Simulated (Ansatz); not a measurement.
**CoGe+ (triplet): the correlation ladder, def2-SVP**

Aim: climb from Hartree-Fock through coupled cluster and multireference methods for CoGe+ (triplet) at one geometry and basis, and see what each rung misses.

Program: Ansatz 0.2.0, Gaussian basis. Level of theory: def2-SVP, core rule «outside noble gas», up to 23 orbitals frozen. These are calculated values, not measurements.

Plan: UHF; CCSD(T) on ROHF; CCSD(T) on UHF; CISD; CCSDT(Q) on ROHF; CCSDT(Q) on UHF; CASSCF and MRCISD+Q, 12 electrons in 10 orbitals; CASSCF and NEVPT2, 12 electrons in 10 orbitals.

19 further runs of the same task are left out: 2 for a known fault of the program, 5 that didn't finish, 12 set aside as unsound or not needed.

## Step 1: The system

The geometry is a PBE0/def2-TZVP stationary point (not a proven minimum) of the parent state, kept for this charge and spin. No spin-orbit coupling is included. The filled d shell of Ge may be among the frozen orbitals whatever the setting's name suggests; the logs give the count.

2 atoms, charge 1, spin multiplicity 3.

Atoms are counted from 1 here; the program's logs count them from 0.

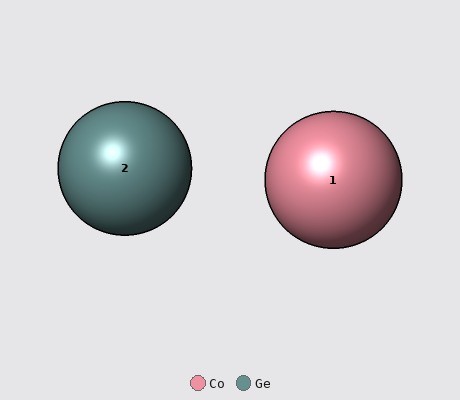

The geometry (cobalt pink, germanium teal); atoms are numbered from 1 in the order of the file.

In the tables R marks a restricted open-shell determinant and U an unrestricted one; 'valence' is the active space of 12 electrons in 10 orbitals; energies count from the table's Hartree-Fock row.

## Step 2: UHF

in.yaml

```yaml
crystal:
  periodic: [false, false, false]
  atoms:
    - {symbol: Co, position_ang: [0.000000, 0.000000, 0.000000]}
    - {symbol: Ge, position_ang: [0.000000, 0.000000, 2.243000]}
basis:
  gaussian: {orbitals: def2-SVP}
total_charge: 1
magnetization: {spin_polarized: true, initial_magnetization: 2}
hamiltonian: {xc: hf}
output: {orbitals: {seedname: orbitals}}
```

Run with:

```bash
ansatz run in.yaml --threads 1 --pin off --events-out ev --progress --plain --max-ram 2393MiB
```

Output (excerpt; [...] marks lines left out):

```text
Functional definition: HF
  name "HF"
  cite "Fock, Z. Phys. 61, 126 (1930) doi:10.1007/BF01340294"
  parent pbe
[...]
648 factors; integrals over basis functions are off by at most 5.8e-4 eV
[...]
mean field -94043.36521461 eV, -3456.0299267544 hartree, gradient 7.1e-7 eV, S^2 3.348796; 24 other end points of the search recorded, 0 dependent functions left out
reference -94043.36521461 eV, -3456.0299267544 hartree; 30, 28 occupied and 33, 35 virtual orbitals, 648 factors
Total energy: -94043.36521461 eV, -3456.0299267544 hartree
```

Run time: 37 s. Hardware: 1 thread of Arm Neoverse V2, shared host.

From the report: ⟨S²⟩ of the determinant 3.349 (pure triplet: 2.00). The determinant is far from a pure spin state, so its energy mixes those of several spin states (harmless only where they are near-degenerate, as at dissociation).

## Step 3: CCSD(T) on ROHF

in.yaml: that of step 2 with these lines changed.

```diff
@@ -8,4 +8,3 @@
 total_charge: 1
-magnetization: {spin_polarized: true, initial_magnetization: 2}
-hamiltonian: {xc: hf}
-output: {orbitals: {seedname: orbitals}}
+magnetization: {spin_polarized: false, initial_magnetization: 2}
+correlation: {method: ccsd_t, electrons: outside_noble_gas}
```

The command is unchanged.

Output (excerpt; [...] marks lines left out):

```text
Functional definition: HF
  name "HF"
  cite "Fock, Z. Phys. 61, 126 (1930) doi:10.1007/BF01340294"
  parent pbe
[...]
648 factors; integrals over basis functions are off by at most 5.8e-4 eV
[...]
mean field -94041.63781608 eV, -3455.9664460293 hartree, gradient 1.9e-6 eV, S^2 2.000000; 45 other end points of the search recorded, 0 dependent functions left out
[...]
determinant -94041.63781608 eV, -3455.9664460293 hartree, with singles and doubles -94049.42473297 eV, -3456.2526099471 hartree
determinant -94041.44316913 eV, -3455.9592928857 hartree, with singles and doubles -94049.07136648 eV, -3456.2396239680 hartree
determinant -94041.17931502 eV, -3455.9495964262 hartree, with singles and doubles -94049.00181583 eV, -3456.2370680288 hartree
determinant -94040.58282419 eV, -3455.9276757924 hartree, with singles and doubles -94048.02681287 eV, -3456.2012373307 hartree
[...]
determinant -94041.44316913 eV, -3455.9592928857 hartree, with singles and doubles -94049.14646161 eV, -3456.2423836629 hartree
determinant -94041.17931502 eV, -3455.9495964262 hartree, with singles and doubles -94049.08809783 eV, -3456.2402388337 hartree
unrestricted determinant -94043.36521461 eV, -3456.0299267544 hartree, S^2 3.3488
23 core orbitals not correlated: weight in the atoms' cores, before any rotation towards them, 1.000 or more for the frozen orbitals, at most 0.000 for the correlated occupied ones
reference -94041.63781608 eV, -3455.9664460293 hartree; 7, 5 occupied and 33, 35 virtual orbitals, 648 factors
second order -7.36781725 eV of doubles, -0.02964999 eV of singles
cycle   1  -7.95854004 eV  change   -2.0e-6 eV  update   7.0e-6
[...]
cycle   7  -7.95858068 eV  change   -3.8e-6 eV  update   1.4e-6
perturbative correction -0.63726425 eV, -0.0234190294 hartree
WARN: the results are in doubt because among natural orbitals full CI differs from the method by -0.090 eV
Total energy: -94050.23366101 eV, -3456.2823375040 hartree
In doubt: among natural orbitals full CI differs from the method by -0.090 eV
```

It took 2.3 min on 1 thread of Arm Neoverse V2, shared host.

From the report: correlation -8.5958 eV; T1 0.114; largest double amplitude 0.10. The program marks this result as in doubt; its last lines say why.

## Step 4: CCSD(T) on UHF

in.yaml: that of step 3 with these lines changed.

```diff
@@ -8,3 +8,3 @@
 total_charge: 1
-magnetization: {spin_polarized: false, initial_magnetization: 2}
+magnetization: {spin_polarized: true, initial_magnetization: 2}
 correlation: {method: ccsd_t, electrons: outside_noble_gas}
```

The command is unchanged.

Output (excerpt; [...] marks lines left out):

```text
Functional definition: HF
  name "HF"
  cite "Fock, Z. Phys. 61, 126 (1930) doi:10.1007/BF01340294"
  parent pbe
[...]
648 factors; integrals over basis functions are off by at most 5.8e-4 eV
[...]
mean field -94043.36521461 eV, -3456.0299267544 hartree, gradient 7.1e-7 eV, S^2 3.348796; 56 other end points of the search recorded, 0 dependent functions left out
determinant -94043.36521461 eV, -3456.0299267544 hartree, with singles and doubles -94049.44019729 eV, -3456.2531782501 hartree
determinant -94043.12642265 eV, -3456.0211513120 hartree, with singles and doubles -94049.15506110 eV, -3456.2426996886 hartree
determinant -94043.01535387 eV, -3456.0170696095 hartree, with singles and doubles -94048.77434812 eV, -3456.2287087446 hartree
determinant -94042.78654647 eV, -3456.0086610924 hartree, with singles and doubles -94048.70804893 eV, -3456.2262722943 hartree
[...]
determinant -94041.95797946 eV, -3455.9782118165 hartree, with singles and doubles -94049.66600147 eV, -3456.2614764007 hartree
determinant -94041.23424922 eV, -3455.9516152208 hartree, with singles and doubles -94049.53747655 eV, -3456.2567531970 hartree
[...]
23 core orbitals not correlated: weight in the atoms' cores, before any rotation towards them, 1.000 or more for the frozen orbitals, at most 0.000 for the correlated occupied ones
reference -94041.95797946 eV, -3455.9782118166 hartree; 7, 5 occupied and 33, 35 virtual orbitals, 648 factors
second order -7.03570296 eV of doubles, -0.00000000 eV of singles
cycle   1  -7.70802420 eV  change   -2.2e-6 eV  update   3.2e-5
cycle   2  -7.70801668 eV  change    7.5e-6 eV  update   1.2e-5
perturbative correction -0.48208994 eV, -0.0177164787 hartree
WARN: the results are in doubt because among natural orbitals full CI differs from the method by -0.197 eV
Total energy: -94050.14808608 eV, -3456.2791926836 hartree
In doubt: among natural orbitals full CI differs from the method by -0.197 eV
```

Run time: 2.7 min. Hardware: 1 thread of Arm Neoverse V2, shared host.

From the report: ⟨S²⟩ of the determinant 2.791 (pure triplet: 2.00); correlation -8.1901 eV; T1 0.109; largest double amplitude 0.08. The determinant is far from a pure spin state, so its energy mixes those of several spin states (harmless only where they are near-degenerate, as at dissociation). Mind the lines of doubt at the end of the log.

## Step 5: CISD

in.yaml

```yaml
crystal:
  periodic: [false, false, false]
  atoms:
    - {symbol: Co, position_ang: [0.000000, 0.000000, 0.000000]}
    - {symbol: Ge, position_ang: [0.000000, 0.000000, 2.243000]}
basis:
  gaussian: {orbitals: def2-SVP}
total_charge: 1
magnetization: {spin_polarized: false, initial_magnetization: 2}
correlation: {active_space: {ras: {orbitals: [5, 2, 33], electrons: 12, max_holes: 2, max_particles: 2}, fixed_orbitals: true}}
```

Same command.

Output (excerpt; [...] marks lines left out):

```text
Functional definition: HF
  name "HF"
  cite "Fock, Z. Phys. 61, 126 (1930) doi:10.1007/BF01340294"
  parent pbe
[...]
648 factors; integrals over basis functions are off by at most 5.8e-4 eV
[...]
mean field -94041.63781608 eV, -3455.9664460293 hartree, gradient 2.8e-6 eV, S^2 2.000000; 25 other end points of the search recorded, 0 dependent functions left out
reference -94041.63781608 eV, -3455.9664460293 hartree; 30, 28 occupied and 33, 35 virtual orbitals, 648 factors
state -94048.63008410 eV, -3456.2234071395 hartree
Total energy: -94048.63008410 eV, -3456.2234071395 hartree
```

Wall time 30 s (1 thread of Arm Neoverse V2, shared host).

From the report: 60,206 determinants.

## Step 6: CCSDT(Q) on ROHF

in.yaml: that of step 5 with these lines changed.

```diff
@@ -9,2 +9,2 @@
 magnetization: {spin_polarized: false, initial_magnetization: 2}
-correlation: {active_space: {ras: {orbitals: [5, 2, 33], electrons: 12, max_holes: 2, max_particles: 2}, fixed_orbitals: true}}
+correlation: {method: ccsdt_q, electrons: outside_noble_gas}
```

Launched as before.

Output (excerpt; [...] marks lines left out):

```text
Functional definition: HF
  name "HF"
  cite "Fock, Z. Phys. 61, 126 (1930) doi:10.1007/BF01340294"
  parent pbe
[...]
1047 factors; integrals over basis functions are off by at most 1.7e-7 eV
[...]
mean field -94041.63796467 eV, -3455.9664514899 hartree, gradient 2.5e-6 eV, S^2 2.000000; 40 other end points of the search recorded, 0 dependent functions left out
[...]
determinant -94041.63796467 eV, -3455.9664514899 hartree, with singles and doubles -94049.42491752 eV, -3456.2526167292 hartree
determinant -94041.44330430 eV, -3455.9592978535 hartree, with singles and doubles -94049.07153309 eV, -3456.2396300906 hartree
determinant -94041.17945243 eV, -3455.9496014758 hartree, with singles and doubles -94049.00198190 eV, -3456.2370741316 hartree
determinant -94040.58294917 eV, -3455.9276803854 hartree, with singles and doubles -94048.02699369 eV, -3456.2012439760 hartree
[...]
determinant -94041.44330430 eV, -3455.9592978535 hartree, with singles and doubles -94049.14662478 eV, -3456.2423896593 hartree
determinant -94041.17945243 eV, -3455.9496014758 hartree, with singles and doubles -94049.08825845 eV, -3456.2402447362 hartree
unrestricted determinant -94043.36532650 eV, -3456.0299308664 hartree, S^2 3.3488
23 core orbitals not correlated: weight in the atoms' cores, before any rotation towards them, 1.000 or more for the frozen orbitals, at most 0.000 for the correlated occupied ones
reference -94041.63796467 eV, -3455.9664514899 hartree; 7, 5 occupied and 33, 35 virtual orbitals, 1047 factors
second order -7.36786716 eV of doubles, -0.02964964 eV of singles
cycle   1  -6.92769319 eV  change    4.7e-1 eV  update   2.1e-1
[...]
cycle  13  -8.70481410 eV  change   -4.2e-7 eV  update   4.4e-7
perturbative correction -0.21856521 eV, -0.0080321232 hartree
WARN: the results are in doubt because among natural orbitals full CI differs from the method by +0.134 eV
Total energy: -94050.56134397 eV, -3456.2943796309 hartree
In doubt: among natural orbitals full CI differs from the method by +0.134 eV
```

Run time: 4.9 min. Hardware: 1 thread of Arm Neoverse V2, shared host; peak memory 0.72 GiB.

From the report: correlation -8.9234 eV; T1 0.144; largest double amplitude 0.16. The program marks this result as in doubt; its last lines say why.

## Step 7: CCSDT(Q) on UHF

in.yaml: that of step 6 with these lines changed.

```diff
@@ -8,3 +8,3 @@
 total_charge: 1
-magnetization: {spin_polarized: false, initial_magnetization: 2}
+magnetization: {spin_polarized: true, initial_magnetization: 2}
 correlation: {method: ccsdt_q, electrons: outside_noble_gas}
```

Same command.

Output (excerpt; [...] marks lines left out):

```text
Functional definition: HF
  name "HF"
  cite "Fock, Z. Phys. 61, 126 (1930) doi:10.1007/BF01340294"
  parent pbe
[...]
1047 factors; integrals over basis functions are off by at most 1.7e-7 eV
[...]
mean field -94043.36532650 eV, -3456.0299308664 hartree, gradient 1.5e-8 eV, S^2 3.348799; 62 other end points of the search recorded, 0 dependent functions left out
determinant -94043.36532650 eV, -3456.0299308664 hartree, with singles and doubles -94049.44035709 eV, -3456.2531841228 hartree
determinant -94043.12652125 eV, -3456.0211549354 hartree, with singles and doubles -94049.15519999 eV, -3456.2427047925 hartree
determinant -94043.01545963 eV, -3456.0170734961 hartree, with singles and doubles -94048.77448994 eV, -3456.2287139563 hartree
determinant -94042.78666601 eV, -3456.0086654858 hartree, with singles and doubles -94048.70820111 eV, -3456.2262778867 hartree
[...]
determinant -94042.03141995 eV, -3455.9809107050 hartree, with singles and doubles -94049.35268275 eV, -3456.2499621502 hartree
determinant -94041.95812531 eV, -3455.9782171764 hartree, with singles and doubles -94049.66618727 eV, -3456.2614832286 hartree
determinant -94041.23438640 eV, -3455.9516202622 hartree, with singles and doubles -94049.53766747 eV, -3456.2567602134 hartree
23 core orbitals not correlated: weight in the atoms' cores, before any rotation towards them, 1.000 or more for the frozen orbitals, at most 0.000 for the correlated occupied ones
reference -94041.95812531 eV, -3455.9782171765 hartree; 7, 5 occupied and 33, 35 virtual orbitals, 1047 factors
second order -7.03573544 eV of doubles, -0.00000000 eV of singles
cycle   1  -6.74816744 eV  change    2.9e-1 eV  update   1.6e-1
[...]
cycle  66  -8.37094756 eV  change   -1.3e-6 eV  update   1.2e-6
perturbative correction -0.27073077 eV, -0.0099491722 hartree
Total energy: -94050.59980363 eV, -3456.2957929973 hartree
```

It took 6.8 min on 1 thread of Arm Neoverse V2, shared host; peak memory 0.54 GiB.

From the report: ⟨S²⟩ of the determinant 2.791 (pure triplet: 2.00); correlation -8.6417 eV; T1 0.139; largest double amplitude 0.15. The determinant is far from a pure spin state, so its energy mixes those of several spin states (harmless only where they are near-degenerate, as at dissociation).

## Step 8: CASSCF and MRCISD+Q, 12 electrons in 10 orbitals

in.yaml

```yaml
crystal:
  periodic: [false, false, false]
  atoms:
    - {symbol: Co, position_ang: [0.000000, 0.000000, 0.000000]}
    - {symbol: Ge, position_ang: [0.000000, 0.000000, 2.243000]}
basis:
  gaussian: {orbitals: def2-SVP}
total_charge: 1
magnetization: {spin_polarized: false, initial_magnetization: 2}
correlation: {method: fic_mrcisd_q, electrons: outside_noble_gas, active_space: {window: {electrons: 12, orbitals: 10}, shells: [{species: Co, l: s, shell: 4}, {species: Co, l: d, shell: 3}, {species: Ge, l: s, shell: 4}, {species: Ge, l: p, shell: 4}]}}
```

Launched as before.

Output (excerpt; [...] marks lines left out):

```text
Functional definition: HF
  name "HF"
  cite "Fock, Z. Phys. 61, 126 (1930) doi:10.1007/BF01340294"
  parent pbe
[...]
1047 factors; integrals over basis functions are off by at most 1.7e-7 eV
[...]
mean field -94041.63796467 eV, -3455.9664514899 hartree, gradient 2.2e-6 eV, S^2 2.000000; 23 other end points of the search recorded, 0 dependent functions left out
reference -94041.63796467 eV, -3455.9664514899 hartree; 30, 28 occupied and 33, 35 virtual orbitals, 1047 factors
state -94044.59471496 eV, -3456.0751100588 hartree
contracted CI cycle   1: correlation 0.00000000 eV, 0.0000000000 hartree, residual 2.75e1 eV
contracted CI cycle   2: correlation -5.01654583 eV, -0.1843546590 hartree, residual 3.79e0 eV
contracted CI cycle   3: correlation -5.19736483 eV, -0.1909996346 hartree, residual 1.06e0 eV
contracted CI cycle   4: correlation -5.21280193 eV, -0.1915669376 hartree, residual 3.11e-1 eV
contracted CI cycle   5: correlation -5.21387422 eV, -0.1916063435 hartree, residual 8.10e-2 eV
contracted CI cycle   6: correlation -5.21396573 eV, -0.1916097063 hartree, residual 3.27e-2 eV
contracted CI cycle   7: correlation -5.21397724 eV, -0.1916101293 hartree, residual 9.05e-3 eV
contracted CI cycle   8: correlation -5.21397831 eV, -0.1916101687 hartree, residual 2.71e-3 eV
contracted CI cycle   9: correlation -5.21397841 eV, -0.1916101725 hartree, residual 7.25e-4 eV
state -94044.59471496 eV, -3456.0751100588 hartree; corrected -94050.18733370 eV, -3456.2806350067 hartree
Total energy: -94050.18733370 eV, -3456.2806350067 hartree
Checks for a lower state left out: starts, orbital_swaps
```

Wall time 43 s (1 thread of Arm Neoverse V2, shared host); peak memory 0.57 GiB.

From the report: 11,124 determinants; active occupations 1.98, 1.97, 1.85, 1.77, 1.77, 1.07, 1.01, 0.24, 0.24, 0.10.

## Step 9: CASSCF and NEVPT2, 12 electrons in 10 orbitals

in.yaml

```yaml
crystal:
  periodic: [false, false, false]
  atoms:
    - {symbol: Co, position_ang: [0.000000, 0.000000, 0.000000]}
    - {symbol: Ge, position_ang: [0.000000, 0.000000, 2.243000]}
basis:
  gaussian: {orbitals: def2-SVP}
total_charge: 1
magnetization: {spin_polarized: false, initial_magnetization: 2}
correlation: {method: sc_nevpt2, electrons: outside_noble_gas, active_space: {window: {electrons: 12, orbitals: 10}, shells: [{species: Co, l: s, shell: 4}, {species: Co, l: d, shell: 3}, {species: Ge, l: s, shell: 4}, {species: Ge, l: p, shell: 4}]}}
```

Same command.

Output (excerpt; [...] marks lines left out):

```text
Functional definition: HF
  name "HF"
  cite "Fock, Z. Phys. 61, 126 (1930) doi:10.1007/BF01340294"
  parent pbe
[...]
1047 factors; integrals over basis functions are off by at most 1.7e-7 eV
[...]
mean field -94041.63796467 eV, -3455.9664514899 hartree, gradient 2.2e-6 eV, S^2 2.000000; 23 other end points of the search recorded, 0 dependent functions left out
reference -94041.63796467 eV, -3455.9664514899 hartree; 30, 28 occupied and 33, 35 virtual orbitals, 1047 factors
state -94044.59471496 eV, -3456.0751100588 hartree
state -94044.59471496 eV, -3456.0751100588 hartree; corrected -94049.36156911 eV, -3456.2502887178 hartree
Total energy: -94049.36156911 eV, -3456.2502887178 hartree
Checks for a lower state left out: starts, orbital_swaps
```

Run time: 40 s. Hardware: 1 thread of Arm Neoverse V2, shared host.

From the report: 11,124 determinants; active occupations 1.98, 1.97, 1.85, 1.77, 1.77, 1.07, 1.01, 0.24, 0.24, 0.10.

## Step 10: Natural occupations

Natural occupations of the CASSCF valence state about the gap (report; correlated orbitals 3 to 10): 1.854, 1.771, 1.771, 1.065, 1.010, 0.238, 0.238, 0.099. The count of effectively unpaired electrons, Σ n²(2 − n)², is 2.78; a single determinant of this spin has 2.

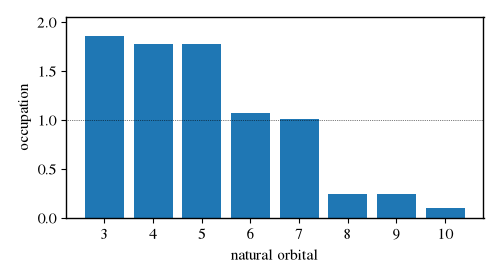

Natural occupations of the CASSCF valence state.

## Step 11: Misses and costs

No level here is safe as a reference; RCCSDT(Q) serves as a yardstick only. Rows without a time come out of other runs: HF, MP2 and CCSD of CCSD(T), CCSDT of CCSDT(Q), CASSCF and MRCISD of the multireference runs.

Differences are taken before rounding.

```
          method  energy from the lowest RHF (meV)  from RCCSDT(Q) (meV)     time
             RHF                               0.0               +8923.5         
            RMP2                           -7397.5               +1526.1         
            UMP2                           -7355.9               +1567.7         
            CISD                           -6992.3               +1931.3     30 s
           RCCSD                           -7958.6                +964.9         
           UCCSD                           -8028.2                +895.3         
        RCCSD(T)                           -8595.8                +327.7  2.3 min
        UCCSD(T)                           -8510.3                +413.3  2.7 min
          RCCSDT                           -8705.0                +218.6         
          UCCSDT                           -8691.3                +232.3         
       RCCSDT(Q)                           -8923.5                     0  4.9 min
       UCCSDT(Q)                           -8962.0                 -38.5  6.8 min
  CASSCF valence                           -2956.9               +5966.6         
  NEVPT2 valence                           -7723.8               +1199.8     40 s
  MRCISD valence                           -8170.9                +752.7         
MRCISD+Q valence                           -8549.5                +374.0     43 s
```

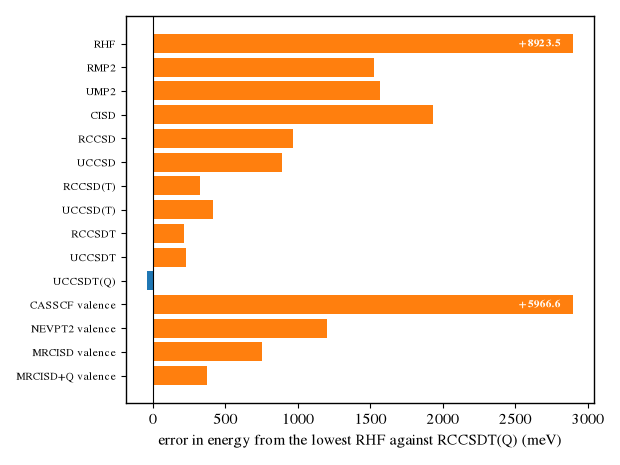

Deviations from RCCSDT(Q), method by method. Bars with a number in them are cut short.

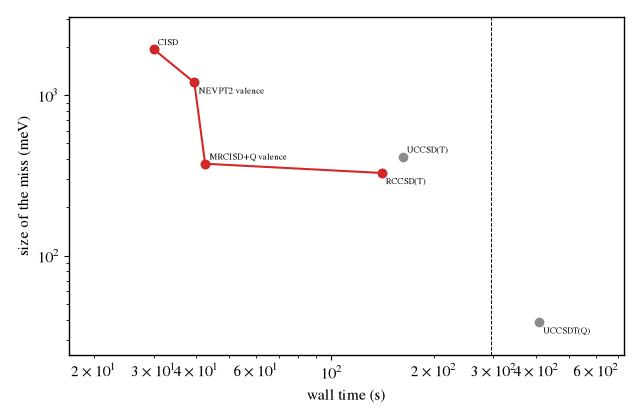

Miss against cost. Red marks the levels that no quicker level drawn beats (of those quicker than the yardstick), and the dashed line is the time of RCCSDT(Q). Times are from a shared host.

Left out of the table: UHF (another determinant or state than the rows shown).

The program flags RCCSD(T), UCCSD(T), RCCSDT(Q) as in doubt (see the logs), so the zero of the table is itself unsure.

## Step 12: What came out

| quantity | value |
| --- | --- |
| RCCSDT(Q) below the RHF energy | -8.9235 eV |
| RMP2 from RCCSDT(Q) | +1526.1 meV |
| UMP2 from RCCSDT(Q) | +1567.7 meV |
| RCCSD from RCCSDT(Q) | +964.9 meV |
| RCCSD(T) from RCCSDT(Q) | +327.7 meV |
| UCCSD(T) from RCCSDT(Q) | +413.3 meV |
| UCCSDT(Q) from RCCSDT(Q) | -38.5 meV |
| NEVPT2 valence from RCCSDT(Q) | +1199.8 meV |
| MRCISD+Q valence from RCCSDT(Q) | +374.0 meV |
| T1 diagnostic | 0.114 |
| effectively unpaired electrons | 2.78 |

RCCSD(T) lands +327.7 meV from the yardstick (3.7 % of the correlation energy). CCSD(T) misses by +327.7 meV on the restricted determinant and by +413.3 meV on the unrestricted one; the two need not hold the same state or core. The occupations show some static correlation. Coupled cluster took another determinant than the lowest Hartree-Fock one. Warnings: spin contamination; coupled cluster took another determinant than the lowest; large T1 diagnostic.
